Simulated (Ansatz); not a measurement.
SiHF₂: several calculations on one system

### Relaxation

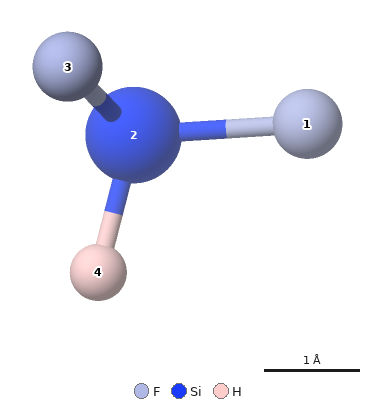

This is the input geometry for a constrained relaxation of SiHF$_{2}$ (multiplicity 2). Style: ball-and-stick. Shown at a tilt.

Theory: Ansatz, UKS PBE0-D4/def2-TZVP.

The input:
```yaml
crystal:
  periodic: [false, false, false]
  atoms:
    - {symbol: F, position_ang: [1.274383, 0.625472, -0.411721]}
    - {symbol: Si, position_ang: [-0.239599, -0.433638, -0.300614]}
    - {symbol: F, position_ang: [-1.494797, 0.542868, -0.232526]}
    - {symbol: H, position_ang: [-0.176087, -1.179689, 0.991543]}
basis:
  gaussian: {orbitals: def2-TZVP}
magnetization: {spin_polarized: true, initial_magnetization: 1}
hamiltonian: {xc: pbe0, dispersion: d4}
relax: {f_tol: 0.005, max_steps: 200, constraints: [{distance: [0, 1]}]}
```

Where does the constrained relaxation end?

After 4 geometry steps the energy has fallen by 0.006 eV. The largest force component goes from 0.26 to 0.0025 eV/Å. The atom that moves furthest after the best rigid fit is H4 (0.025 Å). Largest moves by element: H 0.025 Å, F 0.024 Å, Si 0.021 Å. Among the contacts that change: Si2–F3 1.592 → 1.584 Å. Bond angles that change, for instance: F1–Si2–H4 107.6° → 105.2°. The run took of the order of 17 core-seconds on a shared host.

Step by step:

```
step  E − E(0), eV  largest force component, eV/Å
   0        0.0000                         0.2551
   1       -0.0040                         0.1487
   2       -0.0052                         0.0955
   3       -0.0056                         0.0108
   4       -0.0056                         0.0025
```

The structure at the end:

```xyz
4

F     1.2599    0.6158   -0.3949
Si   -0.2562   -0.4425   -0.3094
F    -1.4869    0.5516   -0.2380
H    -0.1529   -1.1699    0.9890
```

### Relaxation

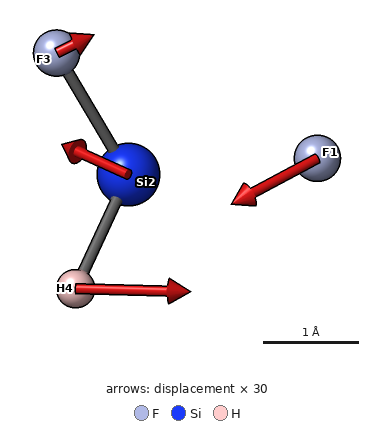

A constrained relaxation of SiHF$_{2}$ (multiplicity 2). The starting structure is drawn; red arrows show the displacements, magnified 30 times. The two geometries are superimposed by the best rigid fit.

Style: ball-and-stick. Shown face on.

Theory: UKS PBE0-D4/def2-TZVP (Ansatz). Set-up: held fixed: the distance between atoms 1 (F) and 2 (Si), counting from 1; force threshold 0.005 eV/Å; at most 200 steps.

Question: Describe the change and its energy.

Answer: The largest move after the best rigid fit is that of H4, 0.041 Å. Largest moves by element: H 0.041 Å, F 0.037 Å, Si 0.033 Å. Among the contacts that change: Si2–F3 1.592 → 1.579 Å. After 5 geometry steps the energy has fallen by 1.08 kJ/mol. The largest force component goes from 0.39 to 0.0022 eV/Å. The run took of the order of 20 core-seconds on a shared host.

### Scan

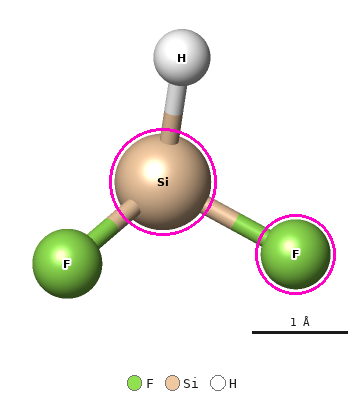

A scan of SiHF$_{2}$ (multiplicity 2): the Si2–F3 distance is varied, with all other coordinates relaxed. The picture shows the minimum geometry. The ringed atoms are those of the scanned coordinate. A ball-and-stick model, seen at a tilt.

Single-point energies from Ansatz with B3LYP-D4 in the def2-TZVPP basis, on geometries relaxed under the constraint at PBE0-D4/def2-TZVP. Energies are counted from the PBE0-D4/def2-TZVP minimum geometry at the same level.

The input:
```yaml
crystal:
  periodic: [false, false, false]
  atoms:
    - {symbol: F, position_ang: [1.274383, 0.625472, -0.411721]}
    - {symbol: Si, position_ang: [-0.027566, -0.285309, -0.316175]}
    - {symbol: F, position_ang: [-1.282764, 0.691196, -0.248087]}
    - {symbol: H, position_ang: [0.035946, -1.031360, 0.975983]}
basis:
  gaussian: {orbitals: def2-TZVPP}
magnetization: {spin_polarized: true, initial_magnetization: 1}
hamiltonian: {xc: {name: B3LYP}, dispersion: d4}
```

Predict the energy profile (the distance: 1.433, 1.465, 1.511, 1.566, 1.592, 1.627, 1.692, 1.761, 1.834, 1.910 Å).

Answer.
```csv
distance (Å),relative energy (kJ/mol)
1.433,60.1
1.465,36.6
1.511,14.3
1.566,1.7
1.592,0.0
1.627,1.1
1.692,11.3
1.761,30.3
1.834,56.3
1.910,87.1
```

Of the computed points the lowest is at the distance 1.592 Å, 0.0 kJ/mol. At the ends of the scan the energy is 60.1 kJ/mol (1.433 Å) and 87.1 kJ/mol (1.910 Å). The curvature at the lowest point is about 34 eV/Å² (5.5 mdyn/Å). The well is steeper on the short side, as for any bond.

As a plot:

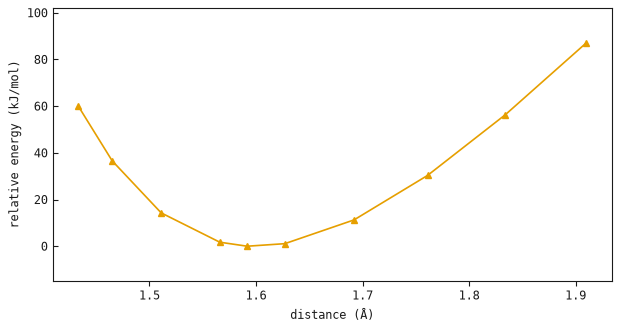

### Scan

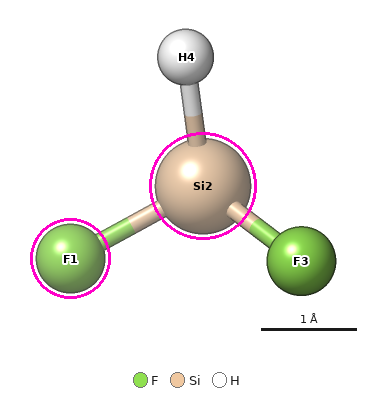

Energy scan for SiHF2 (multiplicity 2), in which the F1–Si2 distance is varied, with all other coordinates relaxed. The picture shows the minimum geometry. The ringed atoms are those of the scanned coordinate. Style: ball-and-stick. Shown at a tilt.

Levels of theory: PBE-D4, PBE0-D4, B3LYP-D4, wB97M-V (def2-TZVPP, Ansatz), on geometries relaxed under the constraint at PBE0-D4/def2-TZVP. Energies are counted from the PBE0-D4/def2-TZVP minimum geometry at the same level.

```xyz
4

F     1.2744    0.6255   -0.4117
Si   -0.0276   -0.2853   -0.3162
F    -1.2828    0.6912   -0.2481
H     0.0359   -1.0314    0.9760
```

Question: Predict the energy profile (the distance: 1.369, 1.416, 1.484, 1.565, 1.592, 1.653, 1.749, 1.851, 1.958, 2.069 Å).

Answer: Energies in kcal/mol.

```csv
distance (Å),PBE-D4,PBE0-D4,B3LYP-D4,wB97M-V
1.369,34.1,30.6,31.8,31.8
1.416,20.0,17.2,18.1,18.1
1.484,7.3,5.6,6.2,6.1
1.565,0.7,0.3,0.4,0.4
1.592,0.0,0.0,0.0,0.0
1.653,0.4,1.3,1.0,1.0
1.749,4.9,7.2,6.3,6.6
1.851,12.8,16.4,15.0,15.6
1.958,22.6,27.6,25.7,26.7
2.069,33.4,39.7,37.2,38.7
```

With PBE-D4: the lowest computed point lies at the distance 1.592 Å (0.0 kcal/mol). The end points stand at 34.1 kcal/mol (1.369 Å) and 33.4 kcal/mol (2.069 Å). The curvature at the lowest point is about 35 eV/Å² (5.7 mdyn/Å). The well is steeper on the short side, as for any bond. At 1.369 Å the levels give PBE0-D4 30.6 kcal/mol, wB97M-V 31.8 kcal/mol, B3LYP-D4 31.8 kcal/mol, PBE-D4 34.1 kcal/mol.

The computed profile:

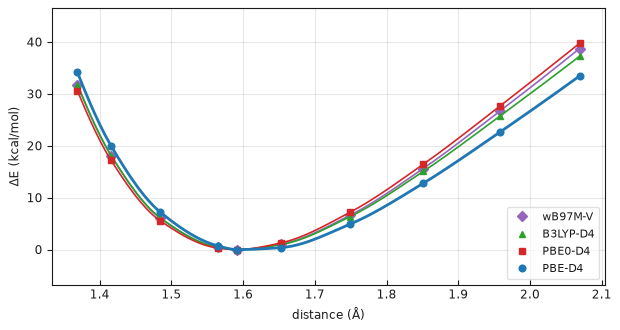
